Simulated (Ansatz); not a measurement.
Run report: ZnH$_{3}$ClO$_{3}$, molecular dynamics (part 3 of 3)

The same run, continued: ZnH$_{3}$ClO$_{3}$; RKS PBE/def2-SVP (Ansatz 0.2.0). It belongs to a series of runs on one base structure; here: dynamics from the highest image of the converged band.

Geometry of the input (Å):
```
Zn -0.6374  0.2858  -0.6640
O  0.9116  -0.8921  -0.9173
Cl -2.3229  1.3163  -1.4457
H  1.1387  -0.3156  0.1275
O  0.6936  0.4790  1.0124
O  -0.4510  -0.4153  1.4137
H  1.5463  -0.6211  -1.6071
H  -0.8789  0.1629  2.0804
```

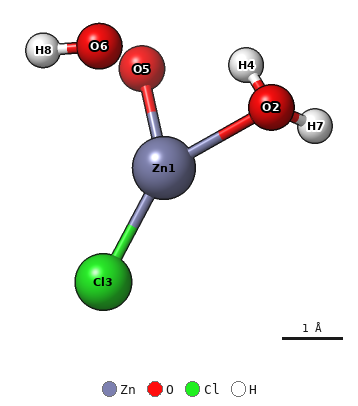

**Figure 1.** The geometry at step 108 of the log (ball-and-stick view, seen on its broad side; atoms are numbered from 1 in the order of the input).

Trajectory as extended XYZ, continued
```
8
Properties=species:S:1:pos:R:3:forces:R:3 step=17 time_fs=8.5 energy=-67097.07581 temperature=145.5
Zn   -0.6413    0.2889   -0.6665    0.2698  -0.0422  -0.0533
O     0.9535   -0.8699   -0.8790   -0.3164  -0.6362  -0.7422
Cl   -2.3283    1.3221   -1.4428    0.0146  -0.0391  -0.0183
H     1.1891   -0.3282    0.1159   -0.0980  -0.0783   0.0201
O     0.6669    0.4335    0.9559    0.5723   1.0933   0.5047
O    -0.4526   -0.4122    1.4354   -0.1355  -0.1320   0.2277
H     1.5800   -0.7681   -1.6098    0.1834   0.0516  -0.2099
H    -0.7400    0.2418    2.1002   -0.4900  -0.2171   0.2713
8
Properties=species:S:1:pos:R:3:forces:R:3 step=25 time_fs=12.5 energy=-67097.05290 temperature=116.0
Zn   -0.6422    0.2902   -0.6678    0.3434  -0.0481  -0.0462
O     0.9715   -0.8669   -0.8717   -0.0692  -0.8669  -1.7865
Cl   -2.3308    1.3247   -1.4415    0.0230  -0.0595  -0.0263
H     1.1753   -0.3537    0.1119    0.2470   0.0517   0.1217
O     0.6623    0.4259    0.9353    0.0609   1.1680   1.0073
O    -0.4556   -0.4111    1.4498   -0.1785  -0.0315   0.3383
H     1.6042   -0.8315   -1.6249   -0.2988   0.0351   0.4741
H    -0.7679    0.2120    2.1441   -0.1278  -0.2488  -0.0824
8
Properties=species:S:1:pos:R:3:forces:R:3 step=33 time_fs=16.5 energy=-67097.04708 temperature=108.6
Zn   -0.6423    0.2913   -0.6693    0.5030  -0.1194  -0.0003
O     0.9871   -0.8718   -0.8788   -0.9990  -0.6739  -0.4586
Cl   -2.3332    1.3269   -1.4403    0.0372  -0.0810  -0.0278
H     1.1918   -0.3740    0.1217    0.0827   0.0181  -0.0944
O     0.6585    0.4295    0.9243   -0.3805   0.9966   1.3230
O    -0.4600   -0.4108    1.4668    0.0459  -0.3991  -0.1640
H     1.6116   -0.8902   -1.6035    0.5807   0.0437  -0.5569
H    -0.8177    0.1529    2.1834    0.1300   0.2151  -0.0211
8
Properties=species:S:1:pos:R:3:forces:R:3 step=42 time_fs=21.0 energy=-67097.05701 temperature=121.5
Zn   -0.6410    0.2923   -0.6709    0.6312  -0.1240   0.1167
O     0.9968   -0.8850   -0.8955    0.0804  -0.3980  -0.9173
Cl   -2.3356    1.3291   -1.4392    0.0599  -0.1102  -0.0308
H     1.2224   -0.3938    0.1127   -0.1902  -0.0415  -0.3879
O     0.6499    0.4446    0.9266   -0.5759   0.5962   1.1232
O    -0.4646   -0.4146    1.4845    0.1236  -0.3358  -0.2543
H     1.6688   -0.9442   -1.6173   -0.4721   0.1449   0.5608
H    -0.8483    0.1189    2.2173    0.3431   0.2684  -0.2103
8
Properties=species:S:1:pos:R:3:forces:R:3 step=50 time_fs=25.0 energy=-67097.11614 temperature=197.6
Zn   -0.6383    0.2929   -0.6720    0.5793   0.0234   0.3443
O     1.0035   -0.9009   -0.9176   -1.1093  -0.1673   0.4403
Cl   -2.3376    1.3305   -1.4383    0.0956  -0.1531  -0.0451
H     1.2254   -0.4179    0.0477   -0.0185  -0.0707  -0.2482
O     0.6365    0.4643    0.9401   -0.6206   0.2365   0.5038
O    -0.4673   -0.4216    1.4974    0.2839  -0.1523  -0.3344
H     1.6860   -0.9732   -1.5821    0.6620   0.0770  -0.5884
H    -0.8271    0.1332    2.2209    0.1276   0.2066  -0.0723
8
Properties=species:S:1:pos:R:3:forces:R:3 step=58 time_fs=29.0 energy=-67097.13825 temperature=226.2
Zn   -0.6342    0.2935   -0.6723    0.4447   0.2609   0.5997
O     1.0028   -0.9191   -0.9393    0.1252  -0.5758  -1.2776
Cl   -2.3391    1.3312   -1.4376    0.1311  -0.1985  -0.0627
H     1.2298   -0.4485   -0.0447    0.3728   0.1437   0.5239
O     0.6172    0.4865    0.9582   -0.5005   0.0414  -0.2368
O    -0.4675   -0.4297    1.5075    0.2648   0.2306  -0.0895
H     1.7513   -0.9849   -1.5872   -0.6926   0.2298   0.5821
H    -0.7864    0.1747    2.2109   -0.1456  -0.1320  -0.0392
8
Properties=species:S:1:pos:R:3:forces:R:3 step=67 time_fs=33.5 energy=-67097.13204 temperature=218.2
Zn   -0.6284    0.2950   -0.6710    0.4464   0.3331   0.7014
O     1.0001   -0.9447   -0.9728   -0.6065   0.1137   0.8866
Cl   -2.3401    1.3310   -1.4372    0.1771  -0.2396  -0.0572
H     1.2816   -0.4685   -0.0775   -0.3187  -0.2101  -0.0171
O     0.5902    0.5119    0.9759   -0.1124  -0.1163  -0.8109
O    -0.4646   -0.4365    1.5176    0.2414   0.3040  -0.0521
H     1.7634   -0.9639   -1.5493    0.5629   0.0704  -0.7959
H    -0.7685    0.1990    2.1956   -0.3903  -0.2553   0.1451
8
Properties=species:S:1:pos:R:3:forces:R:3 step=75 time_fs=37.5 energy=-67097.14419 temperature=233.9
Zn   -0.6221    0.2971   -0.6680    0.3720   0.4083   0.7080
O     0.9951   -0.9673   -0.9982    1.0046   0.2652   0.0958
Cl   -2.3402    1.3297   -1.4370    0.2097  -0.2696  -0.0520
H     1.2903   -0.5119   -0.0973   -0.4074  -0.2410  -0.2170
O     0.5646    0.5334    0.9838   -0.0351  -0.2233  -0.9205
O    -0.4597   -0.4393    1.5262    0.0888   0.2578   0.0152
H     1.7981   -0.9303   -1.5870   -0.9466   0.0585   0.3034
H    -0.8103    0.1792    2.1997   -0.2860  -0.2559   0.0671
8
Properties=species:S:1:pos:R:3:forces:R:3 step=83 time_fs=41.5 energy=-67097.18437 temperature=285.6
Zn   -0.6149    0.3002   -0.6635    0.1681   0.5037   0.6984
O     0.9958   -0.9879   -1.0214   -0.9722  -0.3164   0.2256
Cl   -2.3393    1.3272   -1.4371    0.2385  -0.2994  -0.0572
H     1.2482   -0.5844   -0.1335    0.2839   0.2177   0.5770
O     0.5385    0.5527    0.9830   -0.1929  -0.2636  -0.7337
O    -0.4541   -0.4399    1.5349   -0.1202   0.0322   0.0280
H     1.7422   -0.8856   -1.6151    0.5514   0.2074  -0.5951
H    -0.8926    0.1226    2.2122    0.0434  -0.0815  -0.1429
8
Properties=species:S:1:pos:R:3:forces:R:3 step=92 time_fs=46.0 energy=-67097.17368 temperature=271.9
Zn   -0.6064    0.3051   -0.6564    0.0054   0.4420   0.4813
O     0.9903   -1.0133   -1.0459    0.2408   0.2749   0.0346
Cl   -2.3372    1.3229   -1.4375    0.2590  -0.3124  -0.0520
H     1.2392   -0.6399   -0.1106    0.1870   0.0212  -0.5474
O     0.5071    0.5714    0.9740   -0.1894  -0.2895  -0.3261
O    -0.4488   -0.4407    1.5445   -0.1165  -0.4835  -0.2334
H     1.7127   -0.8044   -1.6985   -0.6053  -0.0253   0.7441
H    -0.9800    0.0525    2.2062    0.2191   0.3727  -0.1010
8
Properties=species:S:1:pos:R:3:forces:R:3 step=100 time_fs=50.0 energy=-67097.19112 temperature=294.1
Zn   -0.5988    0.3105   -0.6488   -0.2251   0.4194   0.3522
O     0.9845   -1.0344   -1.0659   -0.6137  -0.0341   0.6902
Cl   -2.3341    1.3176   -1.4381    0.2637  -0.3224  -0.0690
H     1.2641   -0.6801   -0.1499    0.0757   0.0403  -0.2831
O     0.4772    0.5852    0.9624   -0.0577  -0.1988  -0.0725
O    -0.4453   -0.4458    1.5511   -0.1809  -0.4620  -0.1650
H     1.6406   -0.7254   -1.7046    0.4155   0.2105  -0.2647
H    -1.0229    0.0424    2.1821    0.3225   0.3470  -0.1882
8
Properties=species:S:1:pos:R:3:forces:R:3 step=108 time_fs=54.0 energy=-67097.19164 temperature=294.8
Zn   -0.5918    0.3169   -0.6405   -0.4732   0.3827   0.1743
O     0.9747   -1.0552   -1.0822    0.1522   0.3001  -0.8594
Cl   -2.3298    1.3109   -1.4391    0.2481  -0.3202  -0.0972
H     1.3056   -0.7101   -0.2147    0.1026   0.1622   0.7189
O     0.4470    0.5971    0.9500    0.2616  -0.1498   0.0745
O    -0.4434   -0.4552    1.5558   -0.0697  -0.1892  -0.1938
H     1.5969   -0.6273   -1.7217   -0.3028  -0.3452   0.1670
H    -1.0223    0.0845    2.1342    0.0812   0.1593   0.0157
8
Properties=species:S:1:pos:R:3:forces:R:3 step=117 time_fs=58.5 energy=-67097.13241 temperature=218.5
Zn   -0.5852    0.3252   -0.6307   -0.6997   0.2311  -0.2015
O     0.9651   -1.0746   -1.1055    0.3311   0.6392   0.8754
Cl   -2.3237    1.3017   -1.4406    0.2078  -0.2943  -0.1269
H     1.3482   -0.7320   -0.2138   -0.5818  -0.3265  -0.5635
O     0.4164    0.6085    0.9370    0.8393  -0.2024   0.2415
O    -0.4425   -0.4672    1.5594   -0.2121   0.4416  -0.0015
H     1.5178   -0.5682   -1.7310    0.1643  -0.1245  -0.3386
H    -1.0033    0.1507    2.0799   -0.0489  -0.3642   0.1150
8
Properties=species:S:1:pos:R:3:forces:R:3 step=125 time_fs=62.5 energy=-67097.08744 temperature=160.5
Zn   -0.5811    0.3332   -0.6224   -0.9151   0.1857  -0.4374
O     0.9596   -1.0859   -1.1215   -0.4327   0.1160  -0.8370
Cl   -2.3174    1.2922   -1.4425    0.1418  -0.2611  -0.1779
H     1.3181   -0.7870   -0.2593    0.3120   0.2630   0.7414
O     0.3974    0.6167    0.9279    1.0555  -0.2008   0.4933
O    -0.4435   -0.4742    1.5621   -0.0153   0.4289  -0.1802
H     1.4566   -0.5468   -1.7731    0.1706  -0.2442   0.0213
H    -0.9972    0.1623    2.0533   -0.3167  -0.2876   0.3765
8
Properties=species:S:1:pos:R:3:forces:R:3 step=133 time_fs=66.5 energy=-67097.08471 temperature=156.9
Zn   -0.5791    0.3416   -0.6152   -0.9340   0.0606  -0.6373
O     0.9509   -1.0953   -1.1421   -0.2024   0.3711   0.1781
Cl   -2.3104    1.2815   -1.4453    0.0437  -0.2035  -0.2284
H     1.3127   -0.8165   -0.2408   -0.0156   0.0902  -0.5676
O     0.3884    0.6229    0.9237    1.0032  -0.2895   0.8911
O    -0.4450   -0.4768    1.5635   -0.1203   0.5413  -0.0825
H     1.4264   -0.5583   -1.8155    0.2252  -0.2492   0.3390
H    -1.0299    0.1259    2.0756    0.0002  -0.3209   0.1075
8
Properties=species:S:1:pos:R:3:forces:R:3 step=142 time_fs=71.0 energy=-67097.11547 temperature=196.3
Zn   -0.5794    0.3512   -0.6088   -0.7865  -0.0041  -0.5561
O     0.9374   -1.1028   -1.1637   -0.4744   0.1371  -0.0772
Cl   -2.3024    1.2685   -1.4495   -0.0988  -0.1253  -0.3014
H     1.3136   -0.8288   -0.2880    0.1731   0.1229   0.1173
O     0.3894    0.6266    0.9293    0.6485  -0.2783   1.1480
O    -0.4476   -0.4743    1.5636    0.1085   0.0051  -0.2974
H     1.4458   -0.6015   -1.8286    0.2933  -0.0619  -0.0254
H    -1.0697    0.0388    2.1229    0.1364   0.2045  -0.0078
8
Properties=species:S:1:pos:R:3:forces:R:3 step=150 time_fs=75.0 energy=-67097.12466 temperature=208.3
Zn   -0.5817    0.3597   -0.6044   -0.4500  -0.0535  -0.2919
O     0.9212   -1.1078   -1.1828    0.2682   0.6570  -0.3929
Cl   -2.2957    1.2563   -1.4547   -0.2439  -0.0424  -0.3662
H     1.3350   -0.8230   -0.3274   -0.0317  -0.0586   0.2993
O     0.3971    0.6270    0.9457    0.3931  -0.2246   0.9971
O    -0.4492   -0.4716    1.5610    0.0720  -0.3010  -0.2865
H     1.5052   -0.6515   -1.8408   -0.3119  -0.3884   0.1962
H    -1.0809   -0.0142    2.1619    0.3043   0.4115  -0.1552
8
Properties=species:S:1:pos:R:3:forces:R:3 step=158 time_fs=79.0 energy=-67097.15363 temperature=245.9
Zn   -0.5850    0.3682   -0.6008   -0.0055  -0.0812   0.0414
O     0.9065   -1.1073   -1.2038    0.1888   0.4990   1.2380
Cl   -2.2901    1.2439   -1.4615   -0.3849   0.0403  -0.4210
H     1.3471   -0.8267   -0.3315   -0.5432  -0.3227  -0.4701
O     0.4089    0.6251    0.9714    0.3219  -0.2424   0.4755
O    -0.4501   -0.4715    1.5556    0.0112  -0.3240  -0.2108
H     1.5397   -0.7463   -1.8431    0.1936   0.0934  -0.5547
H    -1.0497   -0.0072    2.1805    0.2180   0.3377  -0.0983
8
Properties=species:S:1:pos:R:3:forces:R:3 step=167 time_fs=83.5 energy=-67097.18115 temperature=281.4
Zn   -0.5887    0.3774   -0.5965    0.4375  -0.0245   0.4483
O     0.8924   -1.1010   -1.2198   -0.0682   0.2132  -0.9282
Cl   -2.2857    1.2303   -1.4713   -0.5103   0.1123  -0.4708
H     1.3002   -0.8707   -0.3655    0.4625   0.1680   0.7798
O     0.4259    0.6203    1.0051    0.3948  -0.2494  -0.3830
O    -0.4511   -0.4748    1.5475   -0.1854   0.0203   0.1180
H     1.5735   -0.8551   -1.8984   -0.5279  -0.1143   0.4526
H    -0.9778    0.0550    2.1847   -0.0030  -0.1255  -0.0168
8
Properties=species:S:1:pos:R:3:forces:R:3 step=175 time_fs=87.5 energy=-67097.13879 temperature=227.1
Zn   -0.5909    0.3856   -0.5916    0.7532  -0.0394   0.6606
O     0.8790   -1.0928   -1.2373   -0.5632   0.2064   1.7427
Cl   -2.2842    1.2186   -1.4822   -0.5591   0.1498  -0.4768
H     1.2990   -0.8980   -0.3307   -0.1735  -0.0972  -0.9731
O     0.4451    0.6134    1.0317    0.5063  -0.2746  -0.9839
O    -0.4537   -0.4778    1.5412   -0.2265   0.1872   0.2818
H     1.5527   -0.9616   -1.9118    0.5336   0.2473  -0.3777
H    -0.9149    0.0958    2.1872   -0.2707  -0.3796   0.1264
8
Properties=species:S:1:pos:R:3:forces:R:3 step=183 time_fs=91.5 energy=-67097.13634 temperature=223.8
Zn   -0.5914    0.3937   -0.5852    0.8773   0.0173   0.8744
O     0.8617   -1.0827   -1.2442   -0.1361  -0.0010  -0.9490
Cl   -2.2851    1.2076   -1.4952   -0.5356   0.1460  -0.4580
H     1.2953   -0.9316   -0.3880    0.5834   0.1654   0.7141
O     0.4688    0.6040    1.0491    0.2603  -0.2876  -1.1622
O    -0.4583   -0.4793    1.5373   -0.1027   0.1372   0.1944
H     1.5677   -1.0386   -1.9420   -0.6150   0.1180   0.6123
H    -0.8909    0.0835    2.2083   -0.3316  -0.2953   0.1740
8
Properties=species:S:1:pos:R:3:forces:R:3 step=192 time_fs=96.0 energy=-67097.16291 temperature=258.0
Zn   -0.5896    0.4028   -0.5756    0.8634   0.0193   0.9241
O     0.8399   -1.0708   -1.2547   -0.0555   0.1615   1.7025
Cl   -2.2889    1.1959   -1.5121   -0.4143   0.1039  -0.3804
H     1.3533   -0.9500   -0.3927   -0.5721   0.0003  -0.5790
O     0.4982    0.5898    1.0558   -0.2180  -0.4043  -0.8734
O    -0.4648   -0.4792    1.5354   -0.0300   0.0747   0.1136
H     1.5268   -1.1011   -1.9249    0.4064   0.1162  -0.7800
H    -0.9155    0.0164    2.2546    0.0200  -0.0716  -0.1275
8
Properties=species:S:1:pos:R:3:forces:R:3 step=200 time_fs=100.0 energy=-67097.17182 temperature=269.3
Zn   -0.5858    0.4110   -0.5647    0.6550   0.0761   0.8425
O     0.8209   -1.0592   -1.2539    0.5537  -0.1133  -0.6014
Cl   -2.2941    1.1860   -1.5289   -0.2420   0.0405  -0.2762
H     1.3522   -0.9597   -0.4355    0.0640   0.1190   0.4326
O     0.5222    0.5732    1.0528   -0.5794  -0.4106  -0.5098
O    -0.4708   -0.4786    1.5345    0.1754  -0.2934  -0.3072
H     1.5024   -1.1350   -1.9756   -0.7851   0.2019   0.4645
H    -0.9393   -0.0531    2.2824    0.1584   0.3797  -0.0450
```
